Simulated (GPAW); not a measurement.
# H2 in line between two Pb chains: converging a transmission

Aim: the cheapest settings that leave the conductance of H2 in line between two Pb chains unchanged.

Method: GPAW LCAO, PAW setups; Landauer transmission from Green's functions with principal layers (ASE), zero bias, in GPAW 26.7.0.

### Step 1. Starting point

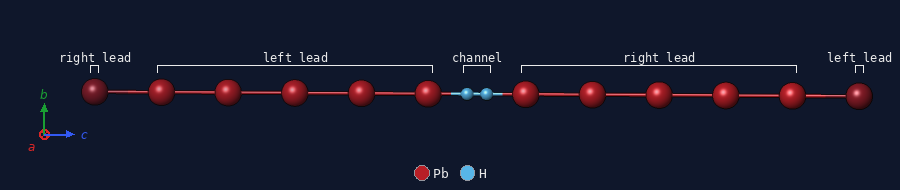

The cell as given, from the side, with the c axis across the page (lead red, hydrogen blue). Some periodic images of atoms are drawn too.

The cell holds 12 atoms: 10 Pb and 2 H. Its edges and angles: a = 9.000 Å, b = 9.000 Å, c = 30.347 Å, α = 90.0°, β = 90.0°, γ = 90.0°. Regions: left lead, 5 atoms (5 Pb); channel, 2 atoms (2 H); right lead, 5 atoms (5 Pb). Vacuum lies along a and b. The structure is stacked along c, and the current runs across the ab planes.

### Step 2. Base settings

All settings start at ordinary values; they are then varied in turn, with meshes following the cell where its length changes.

Input file run.py:

```python
import json
import numpy as np
from ase import Atoms
from ase.transport.calculators import TransportCalculator
from gpaw import GPAW, FermiDirac
from gpaw.lcao.tools import get_lcao_hamiltonian
from scipy.linalg import eigh

# The junction with lead layers at both ends, along the third cell vector
device = Atoms(
    ['Pb', 'Pb', 'Pb', 'Pb', 'Pb', 'H', 'H', 'Pb', 'Pb', 'Pb', 'Pb', 'Pb'],
    positions=[
        [4.50000, 4.50000, 1.45000],
        [4.50000, 4.50000, 4.35000],
        [4.50000, 4.50000, 7.25000],
        [4.50000, 4.50000, 10.15000],
        [4.50000, 4.50000, 13.05000],
        [4.50000, 4.50000, 14.74830],
        [4.50000, 4.50000, 15.59830],
        [4.50000, 4.50000, 17.29660],
        [4.50000, 4.50000, 20.19660],
        [4.50000, 4.50000, 23.09660],
        [4.50000, 4.50000, 25.99660],
        [4.50000, 4.50000, 28.89660]],
    cell=[[9.0, 0.0, 0.0], [0.0, 9.0, 0.0], [0.0, 0.0, 30.3466]],
    pbc=True)

# One principal layer of the lead: the first 3 atoms of the device
lead = Atoms(
    ['Pb', 'Pb', 'Pb'],
    positions=[
        [4.50000, 4.50000, 1.45000],
        [4.50000, 4.50000, 4.35000],
        [4.50000, 4.50000, 7.25000]],
    cell=[[9.0, 0.0, 0.0], [0.0, 9.0, 0.0], [0.0, 0.0, 8.7]],
    pbc=True)

settings = dict(mode='lcao', basis='dzp', xc='LDA', h=0.2,
                occupations=FermiDirac(0.1), maxiter=250,
                mixer=dict(beta=0.1, nmaxold=8, weight=100.0),
                convergence=dict(density=0.0001))
energies = np.arange(-3, 3 + 1e-9, 0.075)
eta = 0.0001
n1, n2 = 1, 1
# k and -k transmit alike, so half of the mesh across the current serves
mesh = [(i, j) for i in range(n1) for j in range(n2) if (i, j) <= (-i % n1, -j % n2)]
weights = np.array([1 if (i, j) == (-i % n1, -j % n2) else 2 for i, j in mesh]) / (n1 * n2)

# [... helper functions left out ...]
fermi_lead = ground_state(lead, (1, 1, 13), 'lead.txt')
fermi_device = ground_state(device, (1, 1, 3), 'device.txt')
# [... loop over the mesh left out, but for ...]
        # Shift the lead onto the potential of the device's first layer
        shift = ((H[:, 0, 0] - H0[:, 0, 0]) / S0[0, 0]).real.mean()
# [...]
kT = 8.617333e-5 * 300
bias = [0.1, 0.2, 0.5, 1.0, 1.5, 2.0]
# [... integrals and printing left out ...]
```

Run with:

```sh
$ OMP_NUM_THREADS=1 OPENBLAS_NUM_THREADS=2 python run.py
```

What it wrote:

```text
basis functions: device 240, principal layer 69
Fermi level: lead -2.8325 eV, device -2.8253 eV; lead shifted by 0.0024 eV
largest coupling past the next layer 2.83e-08 eV, largest misfit of the first layer 0.058 eV
  E-E_F (eV)   T (one spin)  [channel counts left out]
    -3.000    2.3858e-11
    -2.925    3.8815e-11
    -2.850    6.9924e-11
    -2.775    1.4309e-10
    -2.700    3.4756e-10
    -2.625    1.0953e-09
    -2.550    5.6462e-09
    -2.475    1.6301e-07
    -2.400    3.4832e-01
    -2.325    5.9489e-01
    -2.250    7.2730e-01
    -2.175    8.0760e-01
    -2.100    8.6002e-01
    -2.025    8.9597e-01
    -1.950    9.2150e-01
    -1.875    9.4011e-01
[...]
2.475    1.1687e+00
     2.550    1.1371e+00
     2.625    1.1039e+00
     2.700    1.0693e+00
     2.775    1.0337e+00
     2.850    9.9843e-01
     2.925    9.9871e-01
     3.000    9.9896e-01
conductance at 300 K: 2.067 G0 a cell; thermopower 0.2908 uV/K
current from the zero-bias T(E) at 0.1 V: 15.994 uA
current from the zero-bias T(E) at 0.2 V: 31.878 uA
current from the zero-bias T(E) at 0.5 V: 77.877 uA
current from the zero-bias T(E) at 1.0 V: 145.27 uA
current from the zero-bias T(E) at 1.5 V: 199.47 uA
current from the zero-bias T(E) at 2.0 V: 247.75 uA
```

Wall time 32 s (2 threads of Intel Xeon 6975P-C (Granite Rapids), shared host); peak memory 1 GiB.

Numbers from this step:

```yaml
conductance: 2.067 G₀
largest_coupling_past_the_next_principal_layer: 2.83e-8 eV
largest_misfit_of_the_first_principal_layer: 0.05756 eV
shift_that_aligns_the_lead: 0.002407 eV
basis_functions_of_the_junction: 240
basis_functions_of_a_principal_layer: 69
transmission_at_the_fermi_level_one_spin: 2.078
```

One spin. The transmission, zone mean by energy, zero at the Fermi level:

```tsv
energy (eV)	transmission, zone mean
-3.0000	2.4e-11
-2.7750	1.4e-10
-2.4750	1.6e-7
-2.2500	0.727
-2.0250	0.896
-1.7250	0.964
-1.5000	0.983
-1.2750	0.992
-0.9750	0.998
-0.7500	0.999
-0.5250	1.46
-0.2250	1.95
0.0000	2.08
0.2250	1.92
0.5250	1.63
0.7500	1.52
0.9750	1.47
1.2750	1.45
1.5000	1.43
1.7250	1.40
2.0250	1.32
2.2500	1.25
2.4750	1.17
2.7750	1.03
3.0000	0.999
```

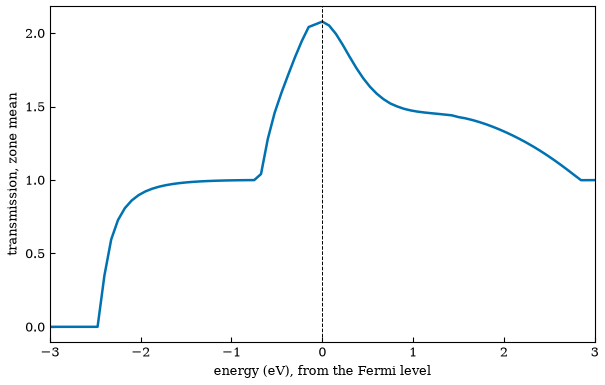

Transmission, zone mean, plotted against energy.

Not self-consistent under bias; the bias window is split evenly. Table of current through one cell, from the zero-bias transmission by bias:

```tsv
bias (V)	current through one cell, from the zero-bias transmission (μA)
0.100	16.0
0.200	31.9
0.500	77.9
1.000	145
1.500	199
2.000	248
```

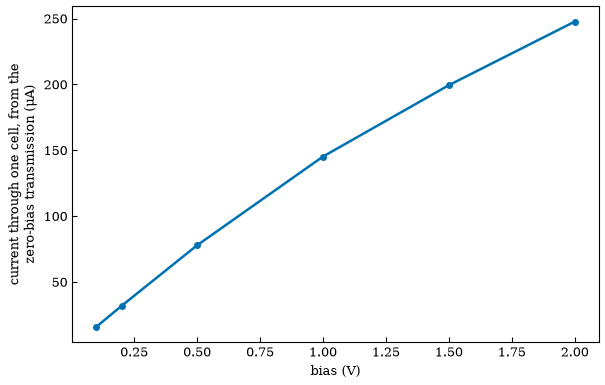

Current through one cell, from the zero-bias transmission, plotted against bias.

Couplings past the next layer reach 2.8e-8 eV, small enough to drop; the matrix elements of the cell's first layer differ from the bulk lead's by up to 0.058 eV. That layer keeps its own values in the calculation, and only beyond it is the lead taken as perfect. The Fermi levels of lead and junction count from different zeros of potential, one for each periodic cell; with both set to zero, the small remaining shift is what aligns them. Without spin-orbit coupling, which is large for these atoms, channel counts and T are those of the scalar-relativistic bands. By hand: G = 2.067 × 77.48 μS = 160 μS, a resistance of 6.24 kΩ; at 0.1 V a linear junction would pass 16.0 μA, and the integral over the bias window gives 16.0 μA.

### Step 3. Varying the smearing: width = 0.01

Smearing helps the SCF of a metal converge, but it blurs occupations at band edges near the Fermi level.

run.py: that of step 2 with these lines changed.

```diff
@@ -38,3 +38,3 @@
 settings = dict(mode='lcao', basis='dzp', xc='LDA', h=0.2,
-                occupations=FermiDirac(0.1), maxiter=250,
+                occupations=FermiDirac(0.01), maxiter=250,
                 mixer=dict(beta=0.1, nmaxold=8, weight=100.0),
```

What it wrote:

```text
basis functions: device 240, principal layer 69
Fermi level: lead -2.8784 eV, device -2.8631 eV; lead shifted by 0.0460 eV
largest coupling past the next layer 2.83e-08 eV, largest misfit of the first layer 0.083 eV
  E-E_F (eV)   T (one spin)  [channel counts left out]
    -3.000    2.0675e-11
    -2.925    3.2550e-11
    -2.850    5.6444e-11
    -2.775    1.1026e-10
    -2.700    2.5187e-10
    -2.625    7.2346e-10
    -2.550    3.1130e-09
    -2.475    4.0760e-08
    -2.400    1.9708e-01
    -2.325    4.6812e-01
    -2.250    6.3469e-01
    -2.175    7.4293e-01
    -2.100    8.1596e-01
    -2.025    8.6655e-01
    -1.950    9.0229e-01
    -1.875    9.2790e-01
[...]
2.475    1.1954e+00
     2.550    1.1577e+00
     2.625    1.1166e+00
     2.700    1.0760e+00
     2.775    1.0406e+00
     2.850    1.0135e+00
     2.925    9.9876e-01
     3.000    9.9899e-01
conductance at 300 K: 2.0378 G0 a cell; thermopower 0.07221 uV/K
current from the zero-bias T(E) at 0.1 V: 15.791 uA
current from the zero-bias T(E) at 0.2 V: 31.546 uA
current from the zero-bias T(E) at 0.5 V: 77.451 uA
current from the zero-bias T(E) at 1.0 V: 144.39 uA
current from the zero-bias T(E) at 1.5 V: 197.97 uA
current from the zero-bias T(E) at 2.0 V: 246.08 uA
```

Run time: 30 s. Hardware: 2 threads; peak memory 1 GiB.

This step gave:

```yaml
conductance: 2.038 G₀
largest_misfit_of_the_first_principal_layer: 0.08283 eV
shift_that_aligns_the_lead: 0.04603 eV
transmission_at_the_fermi_level_one_spin: 2.032
```

One spin. Table of transmission, zone mean by energy, zero at the Fermi level:

```tsv
energy (eV)	transmission, zone mean
-3.000	2.1e-11
-2.475	4.1e-8
-2.025	0.867
-1.500	0.983
-0.975	0.998
-0.525	1.32
-0.075	2.06
0.000	2.03
0.525	1.66
0.975	1.47
1.500	1.45
2.025	1.33
2.475	1.20
3.000	0.999
```

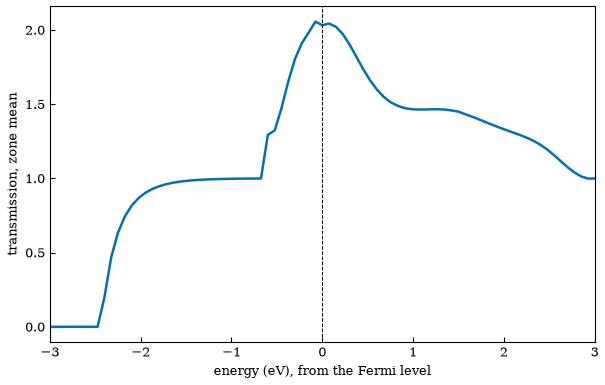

Transmission, zone mean, plotted against energy.

Not self-consistent under bias; the bias window is split evenly. The current through one cell, from the zero-bias transmission by bias:

```tsv
bias (V)	current through one cell, from the zero-bias transmission (μA)
0.100	15.8
0.200	31.5
0.500	77.5
1.000	144
1.500	198
2.000	246
```

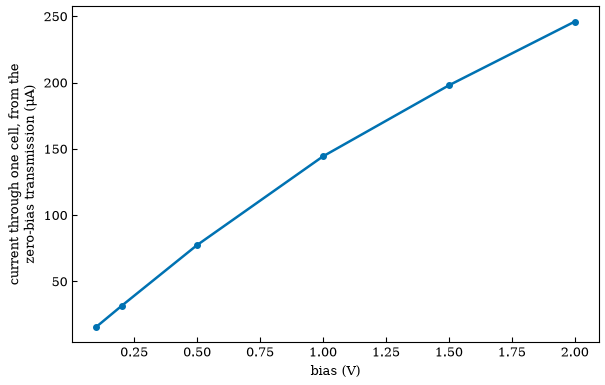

Current through one cell, from the zero-bias transmission, plotted against bias.

The conductance, 2.04 G₀, lies 1.4 % below that of the base run.

### Step 4. Smearing: width = 0.03

run.py: that of step 3 with these lines changed.

```diff
@@ -38,3 +38,3 @@
 settings = dict(mode='lcao', basis='dzp', xc='LDA', h=0.2,
-                occupations=FermiDirac(0.01), maxiter=250,
+                occupations=FermiDirac(0.03), maxiter=250,
                 mixer=dict(beta=0.1, nmaxold=8, weight=100.0),
```

What it wrote:

```text
basis functions: device 240, principal layer 69
Fermi level: lead -2.8547 eV, device -2.8535 eV; lead shifted by 0.0354 eV
largest coupling past the next layer 2.83e-08 eV, largest misfit of the first layer 0.076 eV
  E-E_F (eV)   T (one spin)  channels
    -3.000    2.1086e-11    0.0000
    -2.925    3.3388e-11    0.0000
    -2.850    5.8272e-11    0.0000
    -2.775    1.1468e-10    0.0000
    -2.700    2.6436e-10    0.0000
    -2.625    7.6848e-10    0.0000
    -2.550    3.3690e-09    0.0000
    -2.475    4.6214e-08    0.0000
    -2.400    2.2512e-01    1.0000
    -2.325    5.0508e-01    1.0000
    -2.250    6.6552e-01    1.0000
    -2.175    7.6573e-01    1.0000
    -2.100    8.3185e-01    1.0000
    -2.025    8.7715e-01    1.0000
    -1.950    9.0904e-01    1.0000
    -1.875    9.3195e-01    1.0000
[...]
2.475    1.1868e+00    3.0000
     2.550    1.1517e+00    3.0000
     2.625    1.1141e+00    3.0000
     2.700    1.0762e+00    3.0000
     2.775    1.0409e+00    3.0000
     2.850    1.0109e+00    3.0000
     2.925    9.9862e-01    1.0000
     3.000    9.9888e-01    1.0000
conductance at 300 K: 2.1172 G0 a cell; thermopower 2.918 uV/K
current from the zero-bias T(E) at 0.1 V: 16.431 uA
current from the zero-bias T(E) at 0.2 V: 32.844 uA
current from the zero-bias T(E) at 0.5 V: 79.431 uA
current from the zero-bias T(E) at 1.0 V: 146.37 uA
current from the zero-bias T(E) at 1.5 V: 199.64 uA
current from the zero-bias T(E) at 2.0 V: 247.66 uA
```

Run time: 31 s. Hardware: 2 threads; peak memory 1 GiB.

This step gave:

```
conductance                                             : 2.117 G₀
thermopower                                             : 2.918 μV/K
largest misfit of the first principal layer             : 0.07630 eV
shift that aligns the lead                              : 0.03542 eV
transmission at the Fermi level (one spin)              : 2.082
open channels of the lead at the Fermi level (one spin) : 3
```

One spin. Table of transmission, zone mean by energy, zero at the Fermi level:

```tsv
energy (eV)	transmission, zone mean
-3.0000	2.1e-11
-2.7750	1.1e-10
-2.4750	4.6e-8
-2.2500	0.666
-2.0250	0.877
-1.7250	0.961
-1.5000	0.982
-1.2750	0.992
-0.9750	0.997
-0.7500	0.999
-0.5250	1.36
-0.2250	1.91
-0.0750	2.27
0.0000	2.08
0.2250	1.97
0.5250	1.65
0.7500	1.51
0.9750	1.46
1.2750	1.46
1.5000	1.40
1.7250	1.40
2.0250	1.33
2.2500	1.27
2.4750	1.19
2.7750	1.04
3.0000	0.999
```

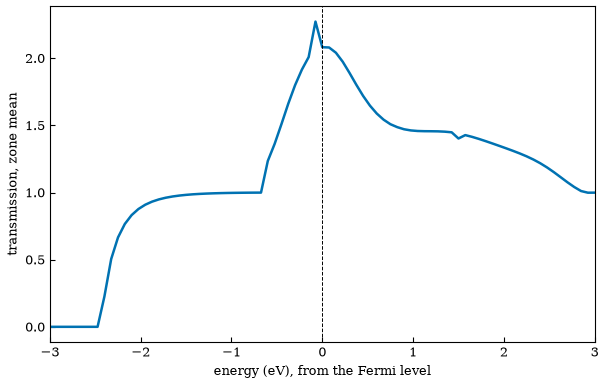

Transmission, zone mean against energy.

Crossings of the lead's bands, unfolded to its shortest repeat. The open channels, zone mean by energy, zero at the Fermi level:

```tsv
energy (eV)	open channels, zone mean
-2.475	0
-2.025	1
-1.500	1
-0.975	1
-0.525	3
0.000	3
0.525	3
0.975	3
1.500	3
2.025	3
2.475	3
3.000	1
```

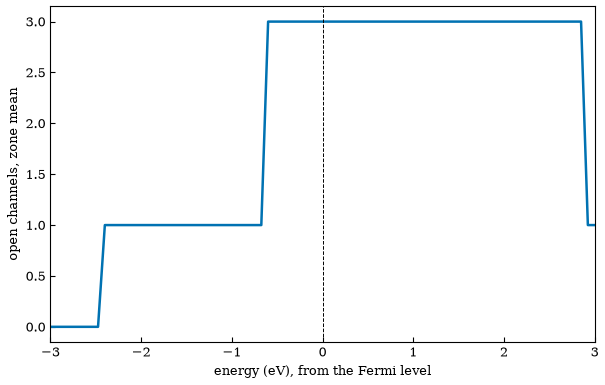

Open channels, zone mean against energy.

Not self-consistent under bias; the bias window is split evenly. The current through one cell, from the zero-bias transmission by bias:

```tsv
bias (V)	current through one cell, from the zero-bias transmission (μA)
0.100	16.4
0.200	32.8
0.500	79.4
1.000	146
1.500	200
2.000	248
```

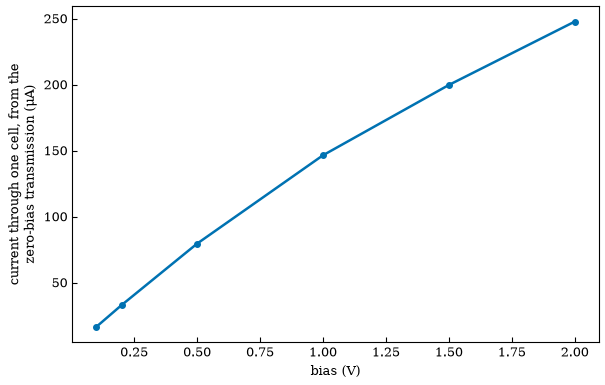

Current through one cell, from the zero-bias transmission, plotted against bias.

The conductance, 2.12 G₀, lies 2.4 % above that of the base run.

### Step 5. Varying the smearing: width = 0.2

run.py: that of step 4 with these lines changed.

```diff
@@ -38,3 +38,3 @@
 settings = dict(mode='lcao', basis='dzp', xc='LDA', h=0.2,
-                occupations=FermiDirac(0.03), maxiter=250,
+                occupations=FermiDirac(0.2), maxiter=250,
                 mixer=dict(beta=0.1, nmaxold=8, weight=100.0),
```

What it wrote:

```text
basis functions: device 240, principal layer 69
Fermi level: lead -2.7952 eV, device -2.7862 eV; lead shifted by -0.0038 eV
largest coupling past the next layer 2.83e-08 eV, largest misfit of the first layer 0.025 eV
  E-E_F (eV)   T (one spin)  channels
    -3.000    2.9030e-11    0.0000
    -2.925    4.9104e-11    0.0000
    -2.850    9.2688e-11    0.0000
[...]
2.925    9.9905e-01    1.0000
     3.000    9.9922e-01    1.0000
conductance at 300 K: 1.9284 G0 a cell; thermopower -0.09981 uV/K
current from the zero-bias T(E) at 0.1 V: 14.913 uA
current from the zero-bias T(E) at 0.2 V: 29.632 uA
current from the zero-bias T(E) at 0.5 V: 72.408 uA
current from the zero-bias T(E) at 1.0 V: 139.84 uA
current from the zero-bias T(E) at 1.5 V: 196.66 uA
current from the zero-bias T(E) at 2.0 V: 246.04 uA
```

The job ended after 29 s (2 threads; peak memory 1 GiB).

The conductance, 1.93 G₀, lies 6.7 % below that of the base run.

### Step 6. Smearing: width = 0.4

run.py: that of step 5 with these lines changed.

```diff
@@ -38,3 +38,3 @@
 settings = dict(mode='lcao', basis='dzp', xc='LDA', h=0.2,
-                occupations=FermiDirac(0.2), maxiter=250,
+                occupations=FermiDirac(0.4), maxiter=250,
                 mixer=dict(beta=0.1, nmaxold=8, weight=100.0),
```

What it wrote:

```text
basis functions: device 240, principal layer 69
Fermi level: lead -2.7335 eV, device -2.7291 eV; lead shifted by -0.0005 eV
largest coupling past the next layer 2.83e-08 eV, largest misfit of the first layer 0.006 eV
  E-E_F (eV)   T (one spin)  [channel counts left out]
    -3.000    4.2283e-11
    -2.925    7.7005e-11
    -2.850    1.5964e-10
[...]
2.925    9.9920e-01
     3.000    9.9932e-01
conductance at 300 K: 1.775 G0 a cell; thermopower -0.0884 uV/K
current from the zero-bias T(E) at 0.1 V: 13.75 uA
current from the zero-bias T(E) at 0.2 V: 27.479 uA
current from the zero-bias T(E) at 0.5 V: 68.318 uA
current from the zero-bias T(E) at 1.0 V: 134 uA
current from the zero-bias T(E) at 1.5 V: 193.21 uA
current from the zero-bias T(E) at 2.0 V: 244.31 uA
```

It took 30 s on 2 threads; peak memory 1 GiB.

One spin. Table of transmission, zone mean by energy, zero at the Fermi level:

```tsv
energy (eV)	transmission, zone mean
-3.000	4.2e-11
-2.475	0.404
-2.025	0.924
-1.500	0.986
-0.975	0.998
-0.525	1.55
0.000	1.78
0.525	1.70
0.975	1.59
1.500	1.46
2.025	1.30
2.475	1.12
3.000	0.999
```

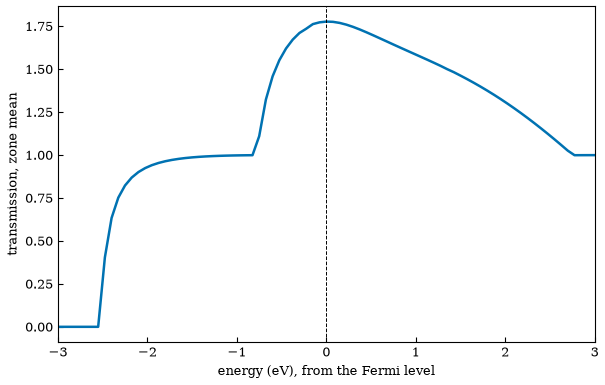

Transmission, zone mean, plotted against energy.

The conductance, 1.78 G₀, lies 14 % below that of the base run.

### Step 7. Convergence in the smearing

The runs and the base run on one axis.

This step: convergence of the conductance (GPAW 26.7.0).

The conductance by smearing:

```tsv
smearing (eV)	conductance (G₀)
0.010	2.04
0.030	2.12
0.100	2.07
0.200	1.93
0.400	1.78
```

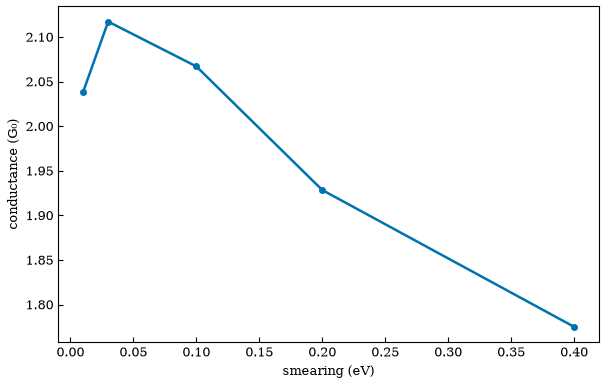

Conductance against smearing.

[end of part 1 of 4]

[Logs are printed without paths, hosts, clocks, repeated set-up lines and the standing remarks that a program may print on its own settings, such as how far it seeks lower states.]

[Hosts, paths, dates, database ids (printed as entryN), source tags and the programs' standing remarks are cut or masked in the printed files.]
